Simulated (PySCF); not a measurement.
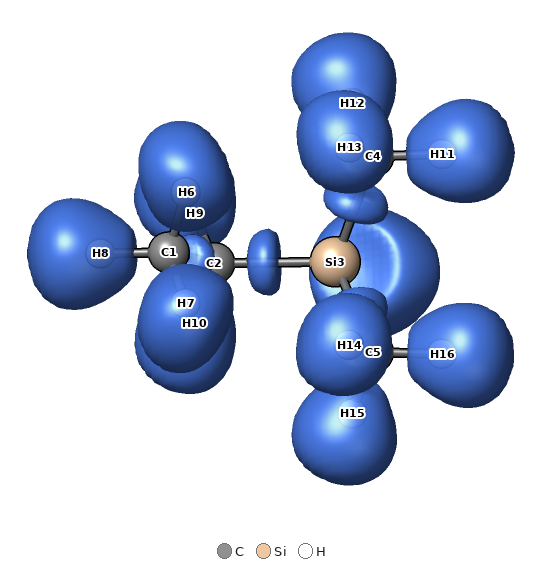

*C₄H₁₁Si (SMILES CC[Si](C)C) (doublet). Isosurface of the ELF at 0.85 (blue), seen across its widest extent. Only the valence region is drawn (cores and ρ < 0.01 e/Å³ removed).*

Geometry: GFN2-xTB.

The calculation used UKS B3LYP, pcH-1 on C H Si, non-relativistic, mean-field spin-orbit, GIAO (PySCF 2.14.0, density-fitted response routines).

```xyz
16

C     1.8445    0.0796    0.5252
C     1.2404   -0.2494   -0.8385
Si   -0.6746   -0.1872   -0.8217
C    -1.3935   -1.4624    0.4027
C    -1.3027    1.5548   -0.3606
H     1.5075   -0.6301    1.2782
H     1.5592    1.0806    0.8428
H     2.9325    0.0366    0.4841
H     1.5779   -1.2406   -1.1450
H     1.6294    0.4539   -1.5763
H    -2.4786   -1.4741    0.3654
H    -1.0453   -2.4679    0.1871
H    -1.1044   -1.2236    1.4254
H    -1.0072    1.8169    0.6546
H    -0.9068    2.3153   -1.0267
H    -2.3861    1.6066   -0.4081
```

Describe the localisation domains.

The surface consists of one region between bonded C–C atoms (shared pairs), three regions between bonded C–Si atoms (shared pairs), eleven regions around hydrogen nuclei and one lobe on Si, pointing away from the bonds (non-bonding electrons). Profiles from the grid: C–C (1.53 Å): the ELF peaks at about 0.95 between the atoms: localised, covalent bonding. C–Si (1.91 Å): the ELF peaks at about 0.95 between the atoms: a covalent bond.
